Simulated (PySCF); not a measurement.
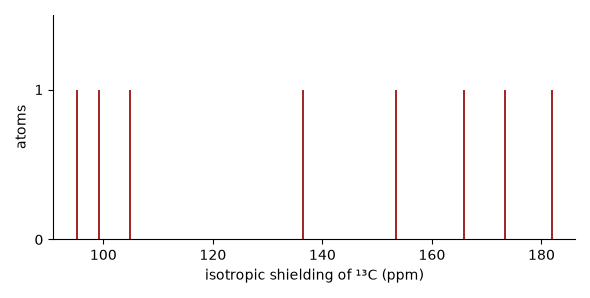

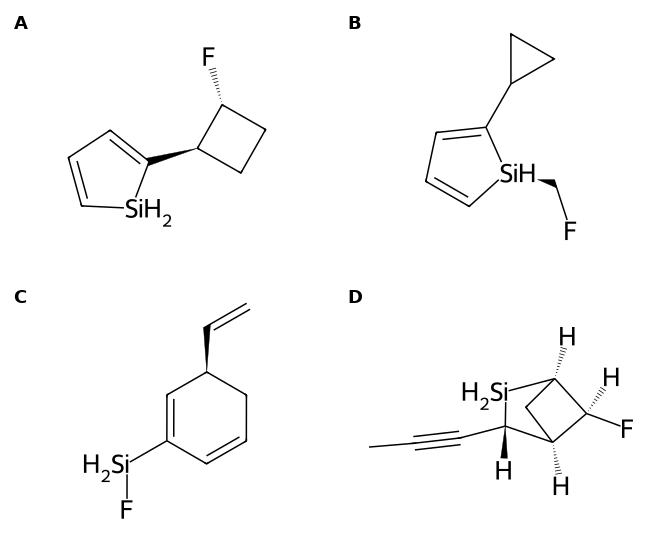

The sticks are computed shieldings of one of the molecules, for one fixed geometry (GFN2-xTB) without averaging over rotations. Low shielding means a high chemical shift. Method: GIAO PBE0/pcSseg-1 NMR shielding, non-relativistic, gas phase (PySCF 2.14.0).

### Which molecule gives this pattern?

D, `CC#C[C@@H]1[SiH2][C@@H]2C[C@H]1[C@@H]2F`. Its 8 C atoms give lines at 95.2, 99.2, 104.8, 136.4, 153.5, 165.9, 173.3, 181.9 ppm.

The geometry is semi-empirical. Around Si such bond lengths and angles can be off by a tenth of an ångström or more and by several degrees, and values that hang on the shape move with them.
